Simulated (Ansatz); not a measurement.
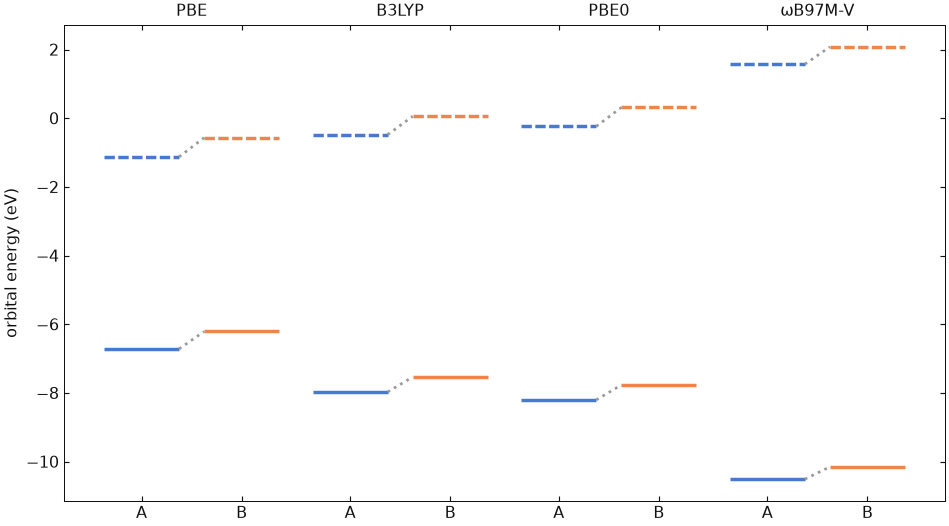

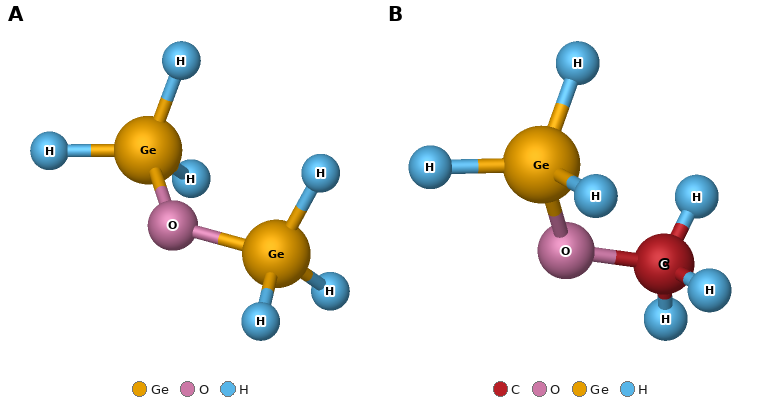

One change: A, Ge₂H₆O (SMILES [GeH3][O][GeH3]), becomes B, CH₆GeO (SMILES C[O][GeH3]). GeH₃ on O is replaced by CH₃. HOMO (solid) and LUMO (dashed) computed in def2-TZVPP at PBE0-D4/def2-TZVP geometries, both minima by their frequencies, gas phase, the Ansatz code 0.2.0. Empty levels above zero depend strongly on the basis.

What does the change do to HOMO and LUMO?

Answer. PBE: the HOMO rises by 0.51 eV, the LUMO rises by 0.56 eV, and the separation goes from 5.59 to 5.64 eV. B3LYP: the HOMO rises by 0.43 eV, the LUMO rises by 0.53 eV, and the separation goes from 7.49 to 7.59 eV. PBE0: the HOMO rises by 0.43 eV, the LUMO rises by 0.55 eV, and the separation goes from 7.97 to 8.08 eV. ωB97M-V: the HOMO rises by 0.36 eV, the LUMO rises by 0.50 eV, and the separation goes from 12.08 to 12.23 eV.

Do the functionals agree on the effect?

Answer. They agree on the direction for both levels; the HOMO shift lies between 0.36 and 0.51 eV and the LUMO shift between 0.50 and 0.56 eV, while the separations themselves differ by up to 6.6 eV between functionals.
